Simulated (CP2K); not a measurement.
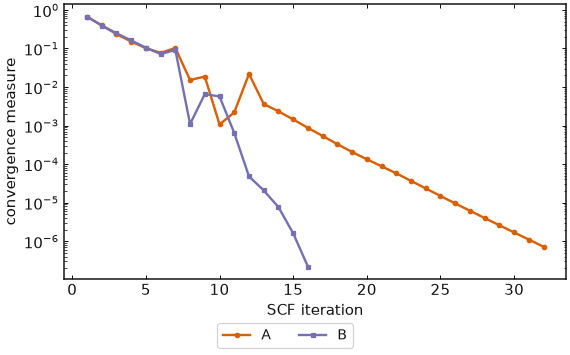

Two SCF runs that differ in one setting.
- system: C3H5FO (SMILES CC1OC1F)
- method: RHF MNDO (CP2K)

A: level_shift set to 1.0
B: usual settings

Q: How did each SCF end?

A: Run B converged in 16 iterations. Run A converged in 32 iterations. A level shift pushes the empty orbitals up, which shortens each step: safer, but slower. Both end at the same energy within 1 meV.
